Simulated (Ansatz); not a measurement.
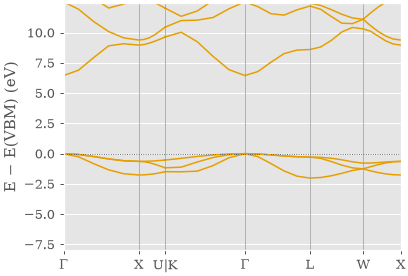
Figure: Band structure from DFT-HSE06 in the program Ansatz with PAW potentials

Task: Read off the gap and where the band edges lie.

Result: About 6.5 eV (6.45 eV among the points solved); maximum at Γ, minimum at Γ.

Task: Pick the material that matches.
(A) AlN, rock salt
(B) SrO, rock salt
(C) NaCl, rock salt
(D) C, diamond

Result: C, NaCl, rock salt

Space group Fm-3m (rock salt). The cell was relaxed with HSE06 under the symmetry of its start. The hybrid was solved on a coarse mesh, the path and, where they were found, the r²SCAN edge points; its band edges are the extreme levels among these.

Potentials: the later of the program's two PAW sets.
